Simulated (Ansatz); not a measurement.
**Starting-point dependence of the GW gap of SnO2 (Cassiterite)**

One-shot GW is not self-consistent; how far does the start matter for SnO2 (Cassiterite)?

Method: G0W0 on several functionals, plane waves, PAW, in Ansatz 0.2.0.

In doubt: masses and optical values from hybrid runs of this build are listed as unsure (steps 3, 4), which bears on the screening that GW takes from such a start.

## 1. Starting point

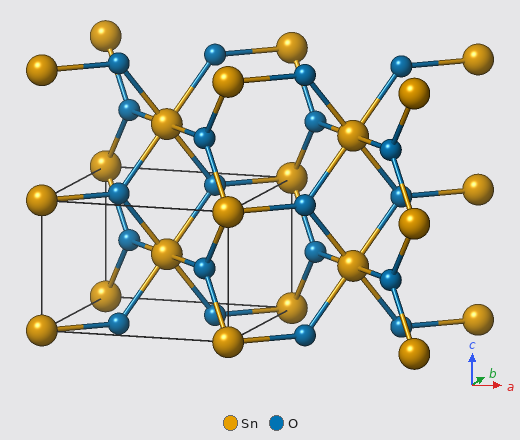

The starting structure, seen slightly off an axis (tin orange, oxygen blue). 2×1×2 cells are drawn. Some periodic images of atoms are drawn too.

The cell and positions come from the Crystallography Open Database and are kept as given unless a step says otherwise.

## 2. G0W0 on PBE

G0W0 replaces the xc potential by the self-energy, built once from these orbitals. Only a window of levels is corrected, while the sums run over the empty bands that the input names. This step takes hard PAW files.

This step: G0W0 on PBE, plane waves, PAW.

Contents of input.yaml:

```yaml
crystal:
  lattice:
    - [4.738, 0.0, 0.0]
    - [0.0, 4.738, 0.0]
    - [0.0, 0.0, 3.1865]
  atoms:
    - { symbol: Sn, position: [0.0, 0.0, 0.0] }
    - { symbol: Sn, position: [0.5, 0.5, 0.5] }
    - { symbol: O, position: [0.3071, 0.3071, 0.0] }
    - { symbol: O, position: [0.1929, 0.8071, 0.5] }
    - { symbol: O, position: [0.6929, 0.6929, 0.0] }
    - { symbol: O, position: [0.8071, 0.1929, 0.5] }
kpoints:
  mp_grid: { grid: [4, 4, 6] }
hamiltonian:
  xc: pbe
  pseudopotentials: { kind: paw, source: ansatz }
scf:
  occupations: { method: fixed }
gw:
  n_empty_bands: 425
  ecut_chi: 190.0
  qp_bands: [v2, c2]
  qp_kpoints: band_edges
  screening: { model: contour_deformation }
```

Command:

```bash
$ ansatz run input.yaml --threads 4 --pin off --max-ram 138240MiB --backend cuda --events-out ev --progress --plain --runs-dir out --devices 1 --max-vram 26GiB
```

Numbers of over 12 decimals in the logs are rounded to 6 here.

What it wrote:

```text
GPUs: using 1 of 1 available (devices: 1).
Engine: ansatz 0.2.0, x86_64-unknown-linux-gnu
Pseudopotentials: kind: paw
Pseudopotential: Sn, paw, valence charge 22, recommended cutoff 640 eV (normal), Sn.paw.azcp
Pseudopotential: O, paw, valence charge 6, recommended cutoff 930 eV (normal), O.paw.azcp
Functional definition: PBE
  parameter kappa = 0.804
  parameter beta = 0.066725
  exchange = pbe_x(kappa = kappa, mu = beta*pi^2/3)
  correlation = pbe_c(beta = beta)
device memory: the entry about to start is reckoned to put 2.6 GiB on a device that reports 76.1 GiB free (of which the cap on the GPU budget leaves the run 26.0 GiB)
GPU FFT provider: cuFFT
GPU libraries: cuBLAS 13.8.2, cuFFT 12.4.0, cuSOLVER 12.3.4
Crystal: 6 atoms, lattice volume = 71.533 Å³
Basis set: ecut = 930 eV, 4587 PW (Γ)
Bands: 41, of which v1, the nominal top of the filled ones, is band 34 counted from 1 (33 counted from 0)
Symmetry: 16 space group operations
Space group: P42/mnm (ITA 136), of the structure as read, at distance tolerance 4.2e-5 Å
k-points: 24 of 96
Non-local potential: Sn, projectors of the file, l = 0: 3, l = 1: 3, l = 2: 3, l = 3: 2
Non-local potential: O, projectors of the file, l = 0: 2, l = 1: 2, l = 2: 1
PAW form: soft (Blöchl's): semilocal exchange-correlation on the pseudo side does not see the compensation charge
PAW one-centre angular grid: Sn, 590 points (default); XC on 64 Gauss nodes
PAW one-centre angular grid: O, 110 points (default); XC on 64 Gauss nodes
Initial density: superposition of atomic densities (chi_scale 0.1, normalization cell, long waves kept (reshape's long-wave potential 0.00 eV rms))
Initial wavefunctions: pseudopotential atomic-orbital guess
GPU buffer pool allocated for 104976 grid points (all kernels)
GPU transforms: local potential and band sums: pruned to the plane-wave sphere, on 50×50×36
Functional: x = pbe(κ = 0.804, μ = 0.219515), c = pbe(β = 0.066725)
SCF iter   1: F=—  HF=-21720.950653 eV  |F-HF|=—  |Δ(HF+E_count)|=         —  Δρ=8.52e-2  dr2=3.45e0  ethr=3.10e-3  ⟨swp⟩=4.3  Hψ=3366  notcnv=0  defer=120
preconditioner: auto → Resta (q_TF=auto, 2.705 Å⁻¹)  ε∞=3.3  [insulator: Δε(μ)=1.373 eV  Ē_g=20.881 eV  n_scr=22 (ndim 8)  ℏωp=31.7 eV  f_vac=0.009  ε∞_Penn≈3.3]
SCF iter   2: F=—  HF=-21720.032626 eV  |F-HF|=—  |Δ(HF+E_count)|=   9.18e-1  Δρ=3.88e-2  dr2=5.67e-1  ethr=3.10e-3  ⟨swp⟩=2.0  Hψ=1852  notcnv=0  defer=118
SCF iter   3: F=—  HF=-21719.973923 eV  |F-HF|=—  |Δ(HF+E_count)|=   5.87e-2  Δρ=1.28e-2  dr2=8.20e-2  ethr=8.34e-4  ⟨swp⟩=2.0  Hψ=1541  notcnv=0  defer=120
SCF iter   4: F=—  HF=-21719.983355 eV  |F-HF|=—  |Δ(HF+E_count)|=   9.43e-3  Δρ=3.85e-3  dr2=5.90e-3  ethr=1.21e-4  ⟨swp⟩=2.1  Hψ=1367  notcnv=0  defer=120
SCF iter   5: F=—  HF=-21719.985109 eV  |F-HF|=—  |Δ(HF+E_count)|=   1.75e-3  Δρ=1.13e-3  dr2=4.84e-4  ethr=8.68e-6  ⟨swp⟩=2.2  Hψ=1534  notcnv=0  defer=120
SCF iter   6: F=—  HF=-21719.985812 eV  |F-HF|=—  |Δ(HF+E_count)|=   7.02e-4  Δρ=1.66e-4  dr2=1.36e-5  ethr=7.11e-7  ⟨swp⟩=2.0  Hψ=1386  notcnv=0  defer=120
SCF iter   7: F=—  HF=-21719.985827 eV  |F-HF|=—  |Δ(HF+E_count)|=   1.51e-5  Δρ=3.34e-5  dr2=5.18e-7  ethr=2.00e-8  ⟨swp⟩=2.0  Hψ=1634  notcnv=0  defer=62
SCF iter   8: F=-21719.985827 eV  HF=-21719.985827 eV  |F-HF|=1.75e-8  |Δ(HF+E_count)|=   3.89e-7  Δρ=4.19e-6  dr2=1.32e-8  ethr=1.47e-10  ⟨swp⟩=10.0  Hψ=3934  notcnv=0
SCF 1 converged in 8 iterations: F = -21719.985827 eV  dr2 = 1.32e-8
  greatest PAW one-centre occupation: 0.999 electrons in one spin orbital (limit 2), on the Sn atom at site 1 (counted from 0), in its partial waves of l = 0
device memory: the entry about to start is reckoned to put 2.6 GiB (of the 2.9 GiB reckoned in all, the device holds 0.3 GiB already) on a device that reports 72.7 GiB free (of which the cap on the GPU budget leaves the run 25.7 GiB)
NSCF: frozen V_eff on 24 k-points, pencils in batches of 32, up to order 164
the band table was solved once the SCF had ended and its energy, with any forces and stress, was formed, with the checks that follow a solve (3889 applications of the Hamiltonian). They found nothing against the state; the energy, forces and stress were not computed again (output.eigenvalues in the input reference)
device memory: the entry about to start is reckoned to put 7.3 GiB on a device that reports 72.7 GiB free (of which the cap on the GPU budget leaves the run 26.0 GiB)
NSCF: frozen V_eff on 24 k-points
G₀W₀ screening: q 1/24
[... further progress lines ...]
SCF converged after 8 iterations
Free energy (F): -21719.985827 eV
Harris-Foulkes:  -21719.985827 eV  (|F-HF|=1.75e-8)
Internal energy: -21719.985827 eV  (E = F + TS)
E sigma→0 (E₀):  -21719.985827 eV
Fermi energy:    11.134553 eV
--- Per-component energies (eV) ---
  E_band       = -1367.346924
  E_kinetic    = 2587.518315
  E_local      = -11483.816176  (includes V_loc(G=0)·N_el)
  E_nonlocal   = 853.777291
  E_hartree    = 4520.264738
  E_xc         = -799.571143
  E_vxc        = -1036.110639  (∫ρ·V_xc dr)
  E_paw        = -9279.920732  (= ΣΔE_a)
  E_vpaw       = -1329.243197  (= ΣTr[D̂ρ^β])
  E_aug_tail   = -0.000013  (compensation charges beyond the density's cutoff)
  E_ewald      = -8118.238107
  E_smearing   = -0.000000  (= −TS)
  E_closure    = 0.000000  (closes the sum)
  Σ components = -21719.985827   (vs F -21719.985827, Δ=0.00e0)
--- Band table (eV; the first three rows and the last of 24) ---
  k-point 0: bands = [... 30 lower, 9.9106, 10.3590, 10.3590, 11.1346, 12.4213, 17.3009, 17.5030, 17.5030, ... 3 higher]
  k-point 1: bands = [... 30 lower, 8.9931, 10.3801, 10.3801, 10.9048, 13.9118, 17.8033, 18.5873, 18.5873, ... 3 higher]
  k-point 2: bands = [... 30 lower, 8.7286, 10.1456, 10.1456, 10.2872, 15.9704, 18.1059, 20.0107, 20.5738, ... 3 higher]
  k-point 23: bands = [... 30 lower, 10.1647, 10.1647, 10.3000, 10.3000, 16.0731, 16.0731, 20.0291, 20.0291, ... 3 higher]
--- G₀W₀: contour deformation, 7 samples at zero and on the imaginary axis and 2 off it, 96 q-points, 425 empty bands' worth ---
  eigenvalues of the whole cell's RPA ε∞ on this k-mesh (on a slab, of 1 + 4πα/V) = 4.3117, 4.3117, 4.5367; static W/v taken at q = 0 is 0.228012
  bands read: the sum over 459 bands ends inside a degenerate multiplet in 16 slots, whose members it reads at an even weight; the widest, k=1: bands 459 to 460 (counted from 1) at 1/2 each
  gw.qp_kpoints: band_edges: 11 of 24 stored k-points solved, in 1 pass; an edge of the gap read off the rows below is read off those points alone
    valence top: of the k-points left out ik 14 came nearest to being solved in a further pass, in band 34 (counted from 1, as in the quasiparticle table): it holds the edge there only if its correction is more favourable than any solved in that band by at least 0.588 eV; those differ by 0.242 eV
    conduction bottom: of the k-points left out ik 16 came nearest to being solved in a further pass, in band 35 (counted from 1, as in the quasiparticle table): it holds the edge there only if its correction is more favourable than any solved in that band by at least 3.365 eV; those differ by 0.534 eV
    ik  band        ε_KS         Σx   Σc(E_QP)       V_xc       Z   E_QP_lin       E_QP  E_QP is
     0    33     10.3590   -26.4480     4.6900   -20.7667  0.7494     9.3478     9.3677  root
     0    34     11.1346   -27.1856     5.0088   -21.1404  0.7502    10.0766    10.0980  root
     0    35     12.4213   -14.4725    -3.5024   -18.5888  0.8223    13.0385    13.0353  root
     0    36     17.3009   -12.1255    -4.8030   -17.8243  0.8031    18.2103    18.1967  root
     1    33     10.3801   -26.6265     4.6937   -20.9363  0.7501     9.3635     9.3835  root
     1    34     10.9048   -26.8714     5.0455   -20.7577  0.7490     9.8126     9.8366  root
     1    35     13.9118   -15.6542    -3.4319   -19.8201  0.8066    14.6511    14.6457  root
     1    36     17.8033   -13.1252    -4.9984   -19.1581  0.7899    18.8588    18.8379  root
     3    33      9.8766   -26.2844     5.2123   -19.9209  0.7420     8.6912     8.7254  root
     3    34      9.8766   -26.2844     5.2123   -19.9209  0.7420     8.6912     8.7254  root
     3    35     17.3752   -14.7396    -4.8822   -20.7639  0.7856    18.5425    18.5172  root
     3    36     17.3752   -14.7396    -4.8822   -20.7639  0.7856    18.5425    18.5172  root
     4    33     10.3975   -26.5370     4.7161   -20.8217  0.7496     9.3780     9.3982  root
     4    34     10.8478   -26.7094     4.9637   -20.6863  0.7497     9.7649     9.7883  root
     4    35     13.7112   -15.6291    -3.2989   -19.6033  0.8082    14.3909    14.3865  root
     4    36     16.8442   -12.9739    -4.5539   -18.4176  0.7999    17.7471    17.7339  root
     5    33     10.3508   -26.5879     4.7406   -20.8340  0.7496     9.3164     9.3376  root
     5    34     10.7692   -26.7681     4.9955   -20.7081  0.7489     9.6807     9.7047  root
     5    35     14.6459   -15.4850    -3.6865   -19.9821  0.8030    15.4642    15.4565  root
     5    36     17.4303   -13.8532    -4.8206   -19.7047  0.7879    18.4817    18.4612  root
     8    33     10.5004   -26.5684     4.8075   -20.7285  0.7497     9.4457     9.4679  root
     8    34     10.5004   -26.5684     4.8075   -20.7285  0.7497     9.4457     9.4679  root
     8    35     15.5894   -14.8695    -4.0198   -19.7548  0.7986    16.4663    16.4548  root
     8    36     15.5894   -14.8695    -4.0198   -19.7548  0.7986    16.4663    16.4548  root
[...]
17    33     10.4360   -26.6812     4.8740   -20.7573  0.7488     9.3626     9.3860  root
    17    34     10.4360   -26.6812     4.8740   -20.7573  0.7488     9.3626     9.3860  root
    17    35     16.2117   -14.7811    -4.3723   -20.1242  0.7952    17.1975    17.1825  root
    17    36     16.2117   -14.7811    -4.3723   -20.1242  0.7952    17.1975    17.1825  root
    23    33     10.3000   -26.6274     5.2055   -20.3023  0.7441     9.1511     9.1804  root
    23    34     10.3000   -26.6274     5.2055   -20.3023  0.7441     9.1511     9.1804  root
    23    35     16.0731   -13.3208    -4.4407   -18.6828  0.8102    17.0058    16.9944  root
    23    36     16.0731   -13.3208    -4.4407   -18.6828  0.8102    17.0058    16.9944  root
```

It took 64 s on 1 × NVIDIA H100 80GB HBM3 (shared by 3 runs) with 4 threads of AMD EPYC 7R13 (Zen 3), shared host; peak memory 2.8 GiB.

Numbers from this step:

```yaml
bands_summed: 459
rpa_eps_infinity_on_this_mesh_eigenvalues: 4.312, 4.312, 4.537
plane_waves_in_the_screening_matrix: 439
q_points_in_the_mesh: 96
g0w0_gap_on_the_mesh: 2.937 eV
k_of_the_valence_top: 0, 0, 0
k_of_the_conduction_bottom: 0, 0, 0
starting_gap_on_the_mesh: 1.287 eV
z_at_the_valence_top: 0.7502
z_at_the_conduction_bottom: 0.8223
least_direct_g0w0_gap_on_the_computed_points: 2.937 eV
```

The gap on the mesh goes from 1.29 eV to 2.94 eV, a correction of +1.65 eV. Between the two edge states, bare exchange in place of the xc potential would open the gap by 10.16 eV, and correlation takes back 8.51 eV.

## 3. G0W0 on HSE06

The same correction from a different start measures what one shot leaves open.

This step: G0W0 on HSE06, plane waves, PAW.

input.yaml: that of step 2 with these lines changed.

```diff
@@ -15,3 +15,3 @@
 hamiltonian:
-  xc: pbe
+  xc: hse06
   pseudopotentials: { kind: paw, source: ansatz }
```

What it wrote:

```text
GPUs: using 1 of 1 available (devices: 1).
[...]
davidson cushion auto → on  (no smearing: the cushion is to keep the highest requested band from converging to the state above it; pin scf.eigensolver.cushion to override)
[...]
GPU FFT provider: cuFFT
GPU libraries: cuBLAS 13.8.2, cuFFT 12.4.0, cuSOLVER 12.3.4
Crystal: 6 atoms, lattice volume = 71.533 Å³
Basis set: ecut = 930 eV, 4587 PW (Γ)
Bands: 41, of which v1, the nominal top of the filled ones, is band 34 counted from 1 (33 counted from 0)
Symmetry: 16 space group operations
[...]
k-points: 24 of 96
[...]
GPU buffer pool allocated for 104976 grid points (all kernels)
[...]
SCF iter   1: F=—  HF=-21720.775905 eV  |F-HF|=—  |Δ(HF+E_count)|=         —  Δρ=8.48e-2  dr2=3.40e0  ethr=1.00e-1  ⟨swp⟩=4.0  Hψ=2804  notcnv=0
[...]
SCF iter   5: F=-21719.980929 eV  HF=-21719.980884 eV  |F-HF|=4.52e-5  |Δ(HF+E_count)|=   2.00e-4  Δρ=4.73e-4  dr2=4.59e-5  ethr=1.39e-5  ⟨swp⟩=3.0  Hψ=2519  notcnv=0
SCF 1 stopped early in 5 iterations: F = -21719.980929 eV  dr2 = 4.59e-5
[...]
GPU FFT provider: cuFFT
GPU libraries: cuBLAS 13.8.2, cuFFT 12.4.0, cuSOLVER 12.3.4
[...]
GPU buffer pool allocated for 104976 grid points (all kernels)
[...]
Free energy (F): -21727.608460 eV
Frozen-core exchange: fock
[...]
Internal energy: -21727.608460 eV  (E = F + TS)
E sigma→0 (E₀):  -21727.608460 eV
Fermi energy:    9.792893 eV
[...]
--- Band table (eV; the first three rows and the last of 24) ---
  k-point 0: bands = [... 30 lower, 8.7710, 9.0776, 9.0776, 9.7929, 12.8455, 17.9924, 18.0367]
  k-point 1: bands = [... 30 lower, 7.8077, 9.1039, 9.1039, 9.5468, 14.3434, 18.5945, 19.1980]
  k-point 2: bands = [... 30 lower, 7.2266, 8.8040, 8.8040, 8.8873, 16.6192, 19.0040, 20.6263]
  k-point 23: bands = [... 30 lower, 8.8256, 8.8256, 8.8859, 8.8859, 16.7121, 16.7121, 20.6352]
  guard bands above this table: 4 of the run's 41 bands. The solve was not asked for them (output.publish_guard_bands: true or output.eigenvalues: true publishes all)
[...]
0    33      9.0776   -26.5521     4.1403   -22.1348  0.7903     8.7999     8.8006  root
     0    34      9.7929   -27.1909     4.4259   -22.4877  0.7897     9.5149     9.5156  root
     0    35     12.8455   -13.6642    -3.5845   -17.7713  0.8530    13.3693    13.3682  root
     0    36     17.9924   -11.2838    -4.4826   -16.3329  0.8411    18.5612    18.5590  root
     1    33      9.1039   -26.7127     4.1142   -22.3168  0.7912     8.8214     8.8221  root
     1    34      9.5468   -26.8907     4.4467   -22.1411  0.7889     9.2430     9.2439  root
     1    35     14.3434   -14.6890    -3.5430   -18.8601  0.8415    14.9734    14.9715  root
     1    36     18.5945   -12.3496    -4.6435   -17.6559  0.8301    19.2609    19.2573  root
[...]
23    33      8.8859   -26.6323     4.5590   -21.7362  0.7854     8.5477     8.5489  root
    23    34      8.8859   -26.6323     4.5590   -21.7362  0.7854     8.5477     8.5489  root
    23    35     16.7121   -12.6619    -4.2719   -17.5878  0.8439    17.3685    17.3660  root
    23    36     16.7121   -12.6619    -4.2719   -17.5878  0.8439    17.3685    17.3660  root
```

Run time: 3.2 min. Hardware: 1 × NVIDIA H100 80GB HBM3 (shared by 3 runs) with 4 threads; peak memory 3.6 GiB; 2.7 min of CPU time.

This step gave:

- bands summed: 459
- RPA ε∞ on this mesh (eigenvalues): 3.316, 3.316, 3.620
- plane waves in the screening matrix: 439
- q-points in the mesh: 96
- G0W0 gap on the mesh: 3.853 eV
- k of the valence top: 0, 0, 0
- k of the conduction bottom: 0, 0, 0
- starting gap on the mesh: 3.053 eV
- Z at the valence top: 0.7897
- Z at the conduction bottom: 0.8530
- least direct G0W0 gap on the computed points: 3.853 eV

Against the run with 4×4×6 mesh, 425 empty bands, screening to 190 eV, hard PAW files on PBE, the gap moves by +0.92 eV, while the start moved by +1.77 eV.

## 4. G0W0 on PBE0

This step: G0W0 on PBE0, plane waves, PAW.

input.yaml: that of step 3 with these lines changed.

```diff
@@ -15,3 +15,3 @@
 hamiltonian:
-  xc: hse06
+  xc: pbe0
   pseudopotentials: { kind: paw, source: ansatz }
```

What it wrote:

```text
GPUs: using 1 of 1 available (devices: 1).
[...]
GPU FFT provider: cuFFT
GPU libraries: cuBLAS 13.8.2, cuFFT 12.4.0, cuSOLVER 12.3.4
Crystal: 6 atoms, lattice volume = 71.533 Å³
Basis set: ecut = 930 eV, 4587 PW (Γ)
Bands: 41, of which v1, the nominal top of the filled ones, is band 34 counted from 1 (33 counted from 0)
Symmetry: 16 space group operations
[...]
k-points: 24 of 96
[...]
1    35     14.6886   -14.6502    -3.4843   -18.4926  0.8498    15.0473    15.0468  root
     1    36     18.9752   -12.3272    -4.5282   -17.2478  0.8397    19.3686    19.3676  root
[...]
23    33      8.4793   -26.6299     4.4017   -22.1480  0.7965     8.3991     8.3991  root
    23    34      8.4793   -26.6299     4.4017   -22.1480  0.7965     8.3991     8.3991  root
    23    35     17.0817   -12.6396    -4.1833   -17.1987  0.8520    17.4582    17.4576  root
    23    36     17.0817   -12.6396    -4.1833   -17.1987  0.8520    17.4582    17.4576  root
[key lines of the parts left out:]
Free energy (F): -21726.485927 eV
Fermi energy:    9.392143 eV
```

It took 2.7 min on 1 × NVIDIA H100 80GB HBM3 (shared by 3 runs) with 4 threads; peak memory 3.5 GiB; 3.8 min of CPU time.

Numbers from this step:

- bands summed: 459
- RPA ε∞ on this mesh (eigenvalues): 3.158, 3.158, 3.447
- plane waves in the screening matrix: 439
- G0W0 gap on the mesh: 4.064 eV
- k of the valence top: 0, 0, 0
- k of the conduction bottom: 0, 0, 0
- starting gap on the mesh: 3.771 eV
- least direct G0W0 gap on the computed points: 4.064 eV

Against the run with 4×4×6 mesh, 425 empty bands, screening to 190 eV, hard PAW files on HSE06, the gap moves by +0.21 eV, while the start moved by +0.72 eV.

## 5. The starts together

All on the 4×4×6 mesh with 425 empty bands and screening to 190 eV. Times are wall times on 1 × NVIDIA H100 80GB HBM3 (shared by 3 runs) with 4 threads of AMD EPYC 7R13 (Zen 3), shared host. The host was busy with other work, so they are no guide to cost.

| start | starting gap (eV) | shift (eV) | G0W0 gap (eV) | RPA ε∞ (harmonic mean) | Z (valence, conduction) | time |
| --- | --- | --- | --- | --- | --- | --- |
| PBE | 1.29 | +1.65 | 2.94 | 4.38 | 0.75, 0.82 | 64 s |
| HSE06 | 3.05 | +0.80 | 3.85 | 3.41 | 0.79, 0.85 | 3.2 min |
| PBE0 | 3.77 | +0.29 | 4.06 | 3.25 | 0.80, 0.86 | 2.7 min |

The parts of the quasiparticle energy at the two band edges (eV; QP = start + Σx + Σc − Vxc):

| run | edge | start | Σx | Σc | Vxc | Z | QP |
| --- | --- | --- | --- | --- | --- | --- | --- |
| PBE | valence top | 11.13 | -27.19 | 5.01 | -21.14 | 0.75 | 10.10 |
| PBE | conduction bottom | 12.42 | -14.47 | -3.50 | -18.59 | 0.82 | 13.04 |
| HSE06 | valence top | 9.79 | -27.19 | 4.43 | -22.49 | 0.79 | 9.52 |
| HSE06 | conduction bottom | 12.85 | -13.66 | -3.58 | -17.77 | 0.85 | 13.37 |
| PBE0 | valence top | 9.39 | -27.19 | 4.28 | -22.89 | 0.80 | 9.38 |
| PBE0 | conduction bottom | 13.16 | -13.65 | -3.52 | -17.45 | 0.86 | 13.44 |

For a hybrid start, Vxc holds its share of exact exchange.

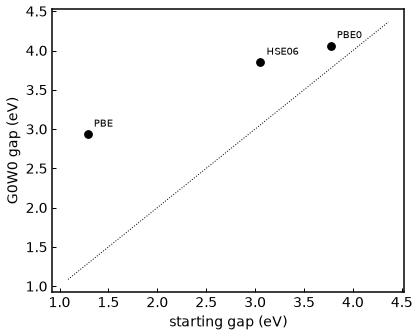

G0W0 gap against starting gap; on the dotted line the correction would vanish.

## 6. Outcome

```yaml
g0w0_pbe: 2.94 eV (start 1.29 eV)
g0w0_hse06: 3.85 eV (start 3.05 eV)
g0w0_pbe0: 4.06 eV (start 3.77 eV)
known_limits: not at the basis limit; no spin-orbit coupling
```

**Reading.** The starting gaps span 2.48 eV and the G0W0 gaps 1.13 eV. Between PBE and PBE0, 1.13 eV of the 2.48 eV survives, 45 %. PBE0 screens less than PBE (ε∞ 3.25 against 4.38). Of the 1.13 eV by which its G0W0 gap is higher, the correlation part gives +0.71 eV, and exchange with the one-particle terms, which follow the orbitals, +0.42 eV. The smallest correction, +0.29 eV, is on PBE0, the start nearest to reproducing itself. Bands and cutoff are finite, so the gap is not at the basis limit. The miss can reach some tenths of an eV and take either sign; the mesh is an error of its own. The program warns that the mesh is coarse for exact exchange, which bears on the hybrid start's gap. The many-body steps are scalar-relativistic: spin-orbit coupling is not in them.

[Paths, hosts, dates, memory and timing lines, banners, echoed tables and standing remarks are left out of the program output.]

[Logs are printed without paths, hosts, clocks, repeated set-up lines and the standing remarks that a program may print on its own settings, such as how far it seeks lower states.]

[Runs of the session that timed out or met a known fault of the program may be left out.]

[Cells called generated may have been cut or substituted from an entry of the Crystallography Open Database or the Materials Project.]

[Hosts, paths, dates, database ids (printed as entryN), source tags and the programs' standing remarks are cut or masked in the printed files.]
